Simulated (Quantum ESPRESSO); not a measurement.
# O on hollow sites of W(110): a series in the coverage, part 3 of 10

What law, if any, do the results for O on hollow sites of W(110) follow against the coverage?

Quantum ESPRESSO 7.5; plane-wave DFT, PBE, GBRV ultrasoft pseudopotentials.

So far. Step 2 (Variable-cell relaxation of the reference):  The last row is no step: it is a fresh SCF in the final cell with a new plane-wave basis, -1 meV from the row before.

### Step 4. Relaxing the ions of the reference (continued)

The steps of the relaxation:

| step | energy less that of the first step (eV) | largest force (eV/Å) |
| --- | --- | --- |
| 1 | 0.0000 | 0.3866 |
| 2 | 0.0027 | 0.7529 |
| 3 | -0.0011 | 0.0152 |

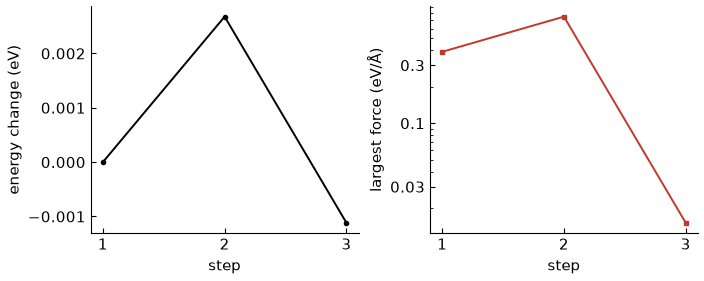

Energy and largest force along the relaxation.

Read from the output:

| Property | Result |
| --- | --- |
| free energy | -874.9428 eV |
| Fermi energy | -5.528 eV |
| total moment | 2 μB |
| absolute moment | 2.05 μB |
| site moments | 0.5692, 0.5692 μB |

### Step 5. Relaxation with pw.x, 0 ML

What the set-up leaves free in this member is relaxed.

System of this step: W(110), 3 layers, 1 sites a cell. The cell holds 3 atoms: 3 W. Cell: a = 2.756 Å, b = 2.756 Å, c = 18.598 Å, α = 90.0°, β = 90.0°, γ = 70.5°. It derives from W. Vacuum lies along c.

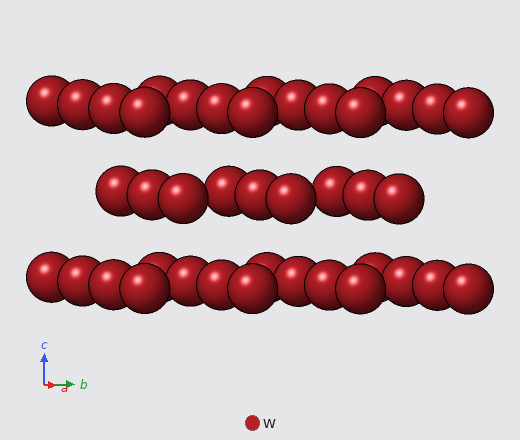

The cell of this step (tungsten red). 3×3×1 cells are drawn. Some periodic images of atoms are drawn too.

File m0.relax.in:

```
&control
  prefix = 'm0.relax'
  outdir = './out'
  pseudo_dir = './pseudo'
  nstep = 70
  forc_conv_thr = 0.0015
  calculation = 'relax'
/
&system
  ibrav = 0
  nat = 3
  ntyp = 1
  ecutwfc = 40
  ecutrho = 200
  occupations = 'smearing'
  smearing = 'mv'
  degauss = 0.02
/
&electrons
  conv_thr = 1e-07
  mixing_beta = 0.3
  electron_maxstep = 120
  mixing_mode = 'local-TF'
/
&ions
/
ATOMIC_SPECIES
  W   183.8400  w_pbe_v1.2.uspp.F.UPF
CELL_PARAMETERS angstrom
  2.25011857378899 -1.59107410200000 0.00000000000000
  2.25011857378899 1.59107410200000 0.00000000000000
  0.00000000000000 0.00000000000000 18.59836210200836
ATOMIC_POSITIONS crystal
  W   0.000000000000 0.000000000000 0.379015229328
  W   0.500000000000 0.500000000000 0.500000000000 0 0 0
  W   0.000000000000 0.000000000000 0.620984770672
K_POINTS automatic
  9 9 1 0 0 0
```

Run with:

```sh
$ OMP_NUM_THREADS=1 mpirun -n 8 pw.x -nk 4 -in m0.relax.in > m0.relax.out
```

What it wrote:

```text
[banner, memory and clock lines left out]
Program PWSCF v.7.5 starts

          URL

     Message from routine setup:
     using ibrav=0 with symmetry is DISCOURAGED, use correct ibrav instead

     bravais-lattice index     =            0
     lattice parameter (alat)  =       5.2077  a.u.
     unit-cell volume          =     898.6635 (a.u.)^3
     number of atoms/cell      =            3
     number of atomic types    =            1
     number of electrons       =        42.00
     number of Kohn-Sham states=           25
     kinetic-energy cutoff     =      40.0000  Ry
     charge density cutoff     =     200.0000  Ry
     scf convergence threshold =      1.0E-07
     mixing beta               =       0.3000
     number of iterations used =            8  local-TF  mixing
     energy convergence thresh.=      1.0E-04
     force convergence thresh. =      1.5E-03
     Exchange-correlation= SLA  PW   PBE  PBE
                           (   1   4   3   4   0   0   0)
     nstep                     =           70

     celldm(1)=   5.207747  celldm(2)=   0.000000  celldm(3)=   0.000000
     celldm(4)=   0.000000  celldm(5)=   0.000000  celldm(6)=   0.000000

     crystal axes: (cart. coord. in units of alat)
               a(1) = (   0.816497  -0.577350   0.000000 )
               a(2) = (   0.816497   0.577350   0.000000 )
               a(3) = (   0.000000   0.000000   6.748755 )

     reciprocal axes: (cart. coord. in units 2 pi/alat)
               b(1) = (  0.612372 -0.866025  0.000000 )
               b(2) = (  0.612372  0.866025 -0.000000 )
               b(3) = ( -0.000000  0.000000  0.148175 )

     PseudoPot. # 1 for W  read from file:
     ./pseudo/w_pbe_v1.2.uspp.F.UPF
     Pseudo is Ultrasoft + core correction, Zval = 14.0
     Generated by new atomic code, or converted to UPF format
     Using radial grid of  923 points,  8 beta functions with:
                l(1) =   0
                l(2) =   0
                l(3) =   0
                l(4) =   1
                l(5) =   1
                l(6) =   2
                l(7) =   2
                l(8) =   3
     Q(r) pseudized with  6 coefficients,  rinner =    1.350   1.350   1.350
                                                       1.350   1.350   1.350
                                                       1.350

     atomic species   valence    mass     pseudopotential
     W                14.00   183.84000     W ( 1.00)

      8 Sym. Ops., with inversion, found

   Cartesian axes

     site n.     atom                  positions (alat units)
         1        W      tau(   1) = (   0.0000000   0.0000000   2.5578809  )
         2        W      tau(   2) = (   0.8164966   0.0000000   3.3743775  )
         3        W      tau(   3) = (   0.0000000   0.0000000   4.1908741  )

     number of k points=    25  Marzari-Vanderbilt smearing, width (Ry)=  0.0200
                       cart. coord. in units 2pi/alat
        k(    1) = (   0.0000000   0.0000000   0.0000000), wk =   0.0246914
        k(    2) = (   0.0680414   0.0962250   0.0000000), wk =   0.0987654
        k(    3) = (   0.1360828   0.1924501   0.0000000), wk =   0.0987654
        k(    4) = (   0.2041241   0.2886751   0.0000000), wk =   0.0987654
        k(    5) = (   0.2721655   0.3849002   0.0000000), wk =   0.0987654
        k(    6) = (   0.1360828   0.0000000   0.0000000), wk =   0.0493827
        k(    7) = (   0.2041241   0.0962250   0.0000000), wk =   0.0987654
        k(    8) = (   0.2721655   0.1924501   0.0000000), wk =   0.0987654
        k(    9) = (   0.3402069   0.2886751   0.0000000), wk =   0.0987654
        k(   10) = (  -0.2041241  -0.4811252   0.0000000), wk =   0.0987654
        k(   11) = (  -0.1360828  -0.3849002   0.0000000), wk =   0.0987654
        k(   12) = (  -0.0680414  -0.2886751   0.0000000), wk =   0.0987654
        k(   13) = (  -0.0000000  -0.1924501   0.0000000), wk =   0.0493827
        k(   14) = (   0.2721655   0.0000000   0.0000000), wk =   0.0493827
        k(   15) = (   0.3402069   0.0962250   0.0000000), wk =   0.0987654
        k(   16) = (   0.4082483   0.1924501   0.0000000), wk =   0.0987654
        k(   17) = (  -0.1360828  -0.5773503   0.0000000), wk =   0.0987654
        k(   18) = (  -0.0680414  -0.4811252   0.0000000), wk =   0.0987654
        k(   19) = (  -0.0000000  -0.3849002   0.0000000), wk =   0.0493827
        k(   20) = (   0.4082483   0.0000000   0.0000000), wk =   0.0493827
        k(   21) = (   0.4762897   0.0962250   0.0000000), wk =   0.0987654
        k(   22) = (  -0.0680414  -0.6735753   0.0000000), wk =   0.0987654
        k(   23) = (  -0.0000000  -0.5773503   0.0000000), wk =   0.0493827
        k(   24) = (   0.5443311   0.0000000   0.0000000), wk =   0.0493827
        k(   25) = (  -0.0000000  -0.7698004   0.0000000), wk =   0.0493827

     Dense  grid:    42985 G-vectors     FFT dimensions: (  24,  24, 160)

     Smooth grid:    30821 G-vectors     FFT dimensions: (  24,  24, 144)

     Initial potential from superposition of free atoms

     starting charge      41.6990, renormalised to      42.0000

     negative rho (up, down):  1.931E-01 0.000E+00
     Starting wfcs are   39 randomized atomic wfcs

     per-process dynamical memory:    28.1 Mb

     Self-consistent Calculation

     iteration #  1     ecut=    40.00 Ry     beta= 0.30
     Davidson diagonalization with overlap
     ethr =  1.00E-02,  avg # of iterations =  2.0

     Threshold (ethr) on eigenvalues was too large:
     Diagonalizing with lowered threshold

     Davidson diagonalization with overlap
     ethr =  9.71E-04,  avg # of iterations =  1.0

     negative rho (up, down):  1.921E-01 0.000E+00

     total energy              =    -477.24830939 Ry
     estimated scf accuracy    <       0.44443174 Ry

     iteration #  2     ecut=    40.00 Ry     beta= 0.30
     Davidson diagonalization with overlap
     ethr =  1.06E-03,  avg # of iterations =  1.0

     negative rho (up, down):  1.927E-01 0.000E+00

     total energy              =    -477.14797635 Ry
     estimated scf accuracy    <       0.28026519 Ry

     iteration #  3     ecut=    40.00 Ry     beta= 0.30
     Davidson diagonalization with overlap
     ethr =  6.67E-04,  avg # of iterations =  2.0

     negative rho (up, down):  1.957E-01 0.000E+00

     total energy              =    -477.18844988 Ry
     estimated scf accuracy    <       0.01561800 Ry

     iteration #  4     ecut=    40.00 Ry     beta= 0.30
     Davidson diagonalization with overlap
     ethr =  3.72E-05,  avg # of iterations =  3.1

     negative rho (up, down):  2.011E-01 0.000E+00

[...]
-32.9953 -32.7928 -32.6156 -32.5535  -0.6586  -0.2629   0.8517   1.9136
     2.0948   2.5139   3.4189   4.9209   5.9749   6.7061   7.2552   7.2667
     7.5935

          k = 0.1361 0.0000 0.0000 (  3825 PWs)   bands (ev):

   -69.0841 -68.9106 -68.8931 -33.7544 -33.2775 -33.1091 -32.9086 -32.7926
   -32.7312 -32.6408 -32.6277 -32.6157  -3.0834  -0.9490  -0.3848   2.3832
     3.4523   3.6482   3.8952   4.1397   4.3146   4.3328   4.6518   5.9766
     6.0536

          k = 0.2041 0.0962 0.0000 (  3823 PWs)   bands (ev):

   -69.0642 -68.8938 -68.8790 -33.6961 -33.4008 -33.1165 -33.0317 -32.9763
   -32.8412 -32.7412 -32.6666 -32.6348  -2.2287  -0.2346   0.4094   2.4166
     2.9844   3.4605   3.6052   3.8239   3.8927   4.9576   5.3012   5.8828
     5.9965

          k = 0.2722 0.1925 0.0000 (  3829 PWs)   bands (ev):

   -69.0379 -68.8733 -68.8639 -33.6635 -33.6302 -33.2477 -33.2113 -33.1236
   -32.9002 -32.8296 -32.6526 -32.6362  -1.0555   0.1977   1.4082   1.8772
     2.6540   2.6815   3.0632   3.4867   3.7651   5.7384   6.2646   6.6231
     6.8883

          k = 0.3402 0.2887 0.0000 (  3835 PWs)   bands (ev):

   -69.0172 -68.8588 -68.8553 -33.8612 -33.6543 -33.4313 -33.2502 -33.1580
   -32.9427 -32.8601 -32.6835 -32.6244  -0.3245   0.0509   1.3658   2.0916
     2.2197   2.7035   2.8077   3.9799   4.5557   6.0664   6.6392   7.1020
     7.2273

          k =-0.2041-0.4811 0.0000 (  3850 PWs)   bands (ev):

   -69.0120 -68.8570 -68.8568 -33.8973 -33.6668 -33.4472 -33.1796 -33.1758
   -33.0354 -32.8363 -32.7115 -32.6282  -0.2581   0.0212   1.2669   1.9933
     2.1202   2.5915   3.4497   4.7618   5.2582   5.9107   6.7034   7.5439
     7.5466

          k =-0.1361-0.3849 0.0000 (  3853 PWs)   bands (ev):

   -69.0253 -68.8688 -68.8675 -33.7750 -33.6032 -33.2849 -33.2028 -33.1584
   -32.9544 -32.8518 -32.7162 -32.6339  -0.5031   0.2573   1.1258   2.1616
     2.2686   2.9525   3.2875   4.3404   4.4758   5.7319   6.5906   7.2441
     7.5327

          k =-0.0680-0.2887 0.0000 (  3862 PWs)   bands (ev):

   -69.0505 -68.8887 -68.8825 -33.6166 -33.5896 -33.1313 -33.0798 -33.0175
   -32.8760 -32.7964 -32.6924 -32.6365  -1.4242   0.3094   1.0917   1.9930
     2.5030   2.9084   2.9120   3.6767   3.8512   5.4353   5.6849   6.7694
     7.1892

          k =-0.0000-0.1925 0.0000 (  3852 PWs)   bands (ev):

   -69.0754 -68.9072 -68.8951 -33.7011 -33.4445 -32.9954 -32.9887 -32.9117
   -32.7466 -32.6505 -32.6203 -32.6183  -2.5848  -0.4781   0.2369   1.6886
     2.7337   2.7896   3.3615   3.6533   4.5614   4.6076   5.8917   6.3958
     7.4407

          k = 0.2722 0.0000 0.0000 (  3787 PWs)   bands (ev):

   -69.0493 -68.8788 -68.8636 -33.6636 -33.3302 -33.2451 -33.1356 -32.9556
   -32.9249 -32.8591 -32.7633 -32.7498  -1.6796   0.2813   0.6652   2.6269
     2.8516   3.3665   3.9535   4.0544   4.2260   4.8419   5.3318   5.5848
     5.7864

          k = 0.3402 0.0962 0.0000 (  3799 PWs)   bands (ev):

   -69.0270 -68.8598 -68.8474 -33.6042 -33.5760 -33.3170 -33.1900 -33.1359
   -33.0688 -32.8834 -32.8011 -32.7502  -0.7633   0.6304   1.0390   2.1814
     2.2680   2.6930   3.6052   4.0869   4.5836   4.9811   5.4700   6.3868
     6.9025

          k = 0.4082 0.1925 0.0000 (  3820 PWs)   bands (ev):

   -69.0074 -68.8455 -68.8382 -33.7780 -33.5905 -33.4515 -33.2959 -33.2216
   -33.0033 -32.9589 -32.8390 -32.7420   0.2390   0.5203   1.1300   2.0568
     2.0756   2.7091   3.4444   3.9251   4.1210   5.5527   5.6436   6.9471
     6.9532

          k =-0.1361-0.5774 0.0000 (  3839 PWs)   bands (ev):

   -68.9997 -68.8428 -68.8405 -33.8266 -33.5981 -33.4717 -33.2814 -33.2297
   -33.0590 -32.9524 -32.8817 -32.7529   0.5616   0.5778   1.6201   1.8181
     2.0217   3.0154   3.8053   4.0928   4.3742   5.0753   5.8166   7.2982
     7.3424

          k =-0.0680-0.4811 0.0000 (  3847 PWs)   bands (ev):

   -69.0077 -68.8529 -68.8529 -33.7421 -33.5489 -33.3857 -33.2253 -33.1644
   -33.0848 -32.9573 -32.8939 -32.7635   0.4433   0.8861   1.8615   1.9371
     2.1540   3.2853   3.6280   3.9852   4.4120   4.8667   6.1940   7.1327
     7.7240

          k =-0.0000-0.3849 0.0000 (  3856 PWs)   bands (ev):

   -69.0278 -68.8710 -68.8694 -33.6504 -33.5485 -33.2344 -33.1723 -33.0627
   -32.9225 -32.9062 -32.8965 -32.7383  -0.2879   1.0196   1.7913   2.1509
     2.2645   3.0435   3.1677   3.7567   3.8970   4.7078   5.9250   6.6774
     7.5206

          k = 0.4082 0.0000 0.0000 (  3808 PWs)   bands (ev):

   -69.0098 -68.8426 -68.8299 -33.6415 -33.5598 -33.3965 -33.2741 -33.2447
   -33.1339 -33.0012 -32.8986 -32.7557  -0.5266   0.5183   0.5486   1.5878
     2.2022   2.7317   4.2271   4.9183   5.2012   5.7002   6.4326   6.6784
     7.0204

          k = 0.4763 0.0962 0.0000 (  3836 PWs)   bands (ev):

   -68.9943 -68.8298 -68.8195 -33.7771 -33.5309 -33.5027 -33.3789 -33.3182
   -33.1076 -33.0548 -32.9413 -32.7588  -0.1492   0.3551   0.4555   1.5386
     2.0543   2.2475   4.7825   4.7871   5.4190   5.7668   6.5643   6.9343
     7.8002

          k =-0.0680-0.6736 0.0000 (  3842 PWs)   bands (ev):

   -68.9876 -68.8274 -68.8213 -33.7802 -33.5817 -33.5169 -33.3639 -33.3379
   -33.1126 -33.1067 -32.9462 -32.7762   0.5040   0.5331   0.7841   1.7659
     2.0870   2.1237   3.9486   5.0347   5.2658   5.4235   6.8471   7.2849
     7.7368

          k =-0.0000-0.5774 0.0000 (  3840 PWs)   bands (ev):

   -68.9928 -68.8365 -68.8346 -33.6715 -33.6144 -33.4982 -33.2693 -33.2254
   -33.1522 -33.1424 -32.9195 -32.7990   0.9706   1.0748   1.4049   1.4904
     2.2048   2.9734   3.5899   4.4825   4.8030   4.9597   6.7935   7.2988
     8.1562

          k = 0.5443 0.0000 0.0000 (  3838 PWs)   bands (ev):

   -68.9839 -68.8188 -68.8077 -33.8696 -33.5136 -33.4931 -33.4585 -33.4346
   -33.1110 -33.0919 -32.9854 -32.7544  -0.5184   0.0565   0.0802   1.0014
     2.1029   2.3436   5.0631   5.1153   5.9971   6.4980   7.0236   8.1297
     8.5787

          k =-0.0000-0.7698 0.0000 (  3850 PWs)   bands (ev):

   -68.9813 -68.8179 -68.8084 -33.8663 -33.5409 -33.4966 -33.4646 -33.4319
   -33.1159 -33.1119 -32.9855 -32.7600  -0.2856   0.1102   0.2520   1.2081
     2.1131   2.1463   4.4993   5.3862   5.7043   6.7770   6.9820   8.3269
     8.4244

     the Fermi energy is     5.0616 ev

!    total energy              =    -477.19189552 Ry
     estimated scf accuracy    <          1.4E-10 Ry
     smearing contrib. (-TS)   =       0.00014700 Ry
     internal energy E=F+TS    =    -477.19204252 Ry

     The total energy is F=E-TS. E is the sum of the following terms:
     one-electron contribution =   -2248.49255241 Ry
     hartree contribution      =    1122.83315830 Ry
     xc contribution           =    -123.46564080 Ry
     ewald contribution        =     771.93299238 Ry

     convergence has been achieved in  11 iterations

     negative rho (up, down):  2.045E-01 0.000E+00

     Forces acting on atoms (cartesian axes, Ry/au):

     atom    1 type  1   force =     0.00000000    0.00000000    0.00002307
     atom    2 type  1   force =     0.00000000    0.00000000    0.00000000
     atom    3 type  1   force =     0.00000000    0.00000000   -0.00002307

     Total force =     0.000033     Total SCF correction =     0.000067
     SCF correction compared to forces is large: reduce conv_thr to get better values
     Energy error            =      1.1E-06 Ry
     Gradient error          =      2.3E-05 Ry/Bohr

     bfgs converged in   6 scf cycles and   5 bfgs steps
     (criteria: energy <  1.0E-04 Ry, force <  1.5E-03 Ry/Bohr)

     End of BFGS Geometry Optimization

     Final energy             =    -477.1918955183 Ry

     File ./out/m0.relax.bfgs deleted, as requested
Begin final coordinates

ATOMIC_POSITIONS (crystal)
W                0.0000000000        0.0000000000        0.3826284452
W                0.5000000000        0.5000000000        0.5000000000    0   0   0
W                0.0000000000        0.0000000000        0.6173715548
End final coordinates

     XML data file, charge density, pseudopotentials, collected wavefunctions

                                        0.00s GPU  (    2110 calls)
```

Elapsed: 62 s, on 8 MPI ranks of Arm Neoverse V1, shared host; peak memory 0.73 GiB; 8.3 min of CPU time.

Step by step:

| step | energy less that of the first step (eV) | largest force (eV/Å) |
| --- | --- | --- |
| 1 | 0.0000 | 0.6135 |
| 2 | -0.0140 | 0.4992 |
| 3 | -0.0264 | 0.3828 |
| 4 | -0.0385 | 0.1928 |
| 5 | -0.0423 | 0.0126 |
| 6 | -0.0424 | 0.0006 |

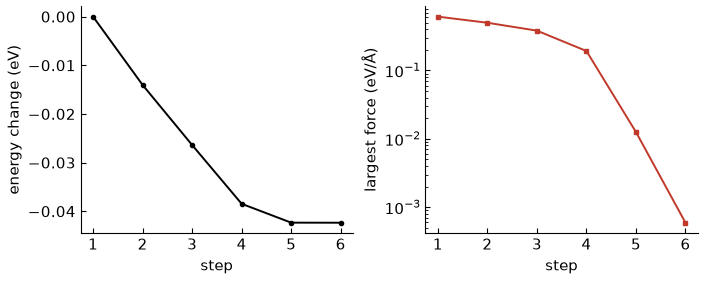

Energy and largest force along the relaxation.

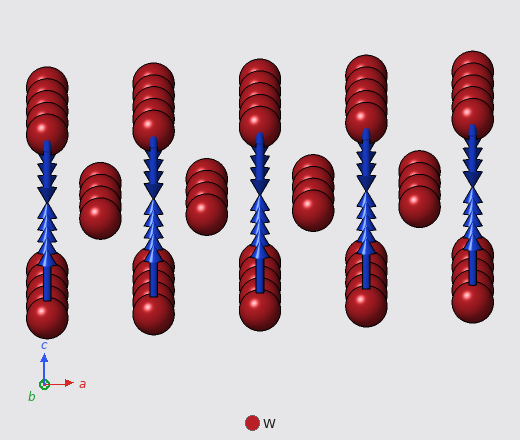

Displacements in the relaxation, exaggerated; the longest in the cell stands for 0.07 Å. 4×4×1 cells are drawn. Some periodic images of atoms are drawn too.

The atoms that moved most (Å):

| atom | dx | dy | dz | length |
| --- | --- | --- | --- | --- |
| W1 | 0.000 | 0.000 | 0.067 | 0.067 |
| W3 | 0.000 | 0.000 | -0.067 | 0.067 |

The relaxed structure:

```cif
data_structure
_symmetry_space_group_name_H-M 'P 1'
_symmetry_Int_Tables_number 1
_cell_length_a 2.7558
_cell_length_b 2.7558
_cell_length_c 18.5984
_cell_angle_alpha 90.000
_cell_angle_beta 90.000
_cell_angle_gamma 70.529
_cell_volume 133.17
loop_
_atom_site_label
_atom_site_type_symbol
_atom_site_fract_x
_atom_site_fract_y
_atom_site_fract_z
_atom_site_occupancy
W1 W 0.00000 0.00000 0.38263 1
W2 W 0.50000 0.50000 0.50000 1
W3 W 0.00000 0.00000 0.61737 1
```

The relaxation lowers the energy by 14 meV an atom. On the free atoms the largest force ends at 0.001 eV/Å.

Numbers from this step:

```
free energy  : -6492.5265 eV
Fermi energy : 5.062 eV
```

[end of part 3 of 10]

[Logs are printed without paths, hosts, clocks, repeated set-up lines and the standing remarks that a program may print on its own settings, such as how far it seeks lower states.]

[Hosts, paths, dates, database ids (printed as entryN), source tags and the programs' standing remarks are cut or masked in the printed files.]

[Maps of the electrostatic potential energy from Ansatz leave out the sawtooth potential of an applied field or a dipole correction, so their vacuum need not be flat; planar profiles and work functions include it.]
